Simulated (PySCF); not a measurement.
Si(H)(OH)2(SiMe3), C3H12O2Si2, SMILES C[Si](C)(C)[SiH](O)O, GFN2-xTB optimised geometry. Atoms within 1.6 Å of the plane z = 1.5 Å (x, y, z in Å): Si4 (-0.35, -0.68, 0.00), C5 (1.58, -0.68, 0.00), C6 (-0.92, -1.45, 1.65), C7 (-0.90, 1.15, 0.00), H11 (1.97, -1.69, -0.03), H12 (1.98, -0.21, 0.89), H14 (-2.00, -1.40, 1.75), H15 (-0.49, -0.94, 2.51), H16 (-0.64, -2.50, 1.71), H18 (-1.98, 1.24, 0.06), H19 (-0.48, 1.69, 0.84).

Level of theory: CAM-B3LYP/def2-SVP in PySCF. Cells within 0.4 Å of a nucleus heavier than hydrogen are left out (blank, or x).

Map of the electron localisation function on the plane z = 1.5 Å:

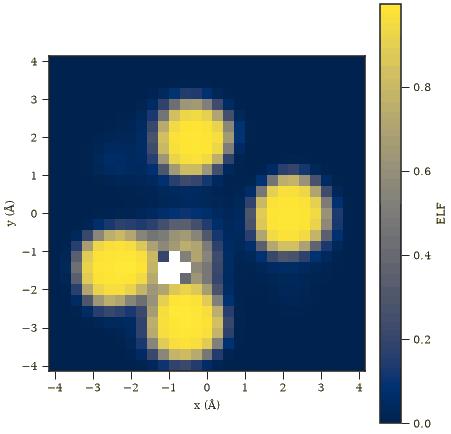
Figure. Electron localisation function on the plane z = 1.5 Å.
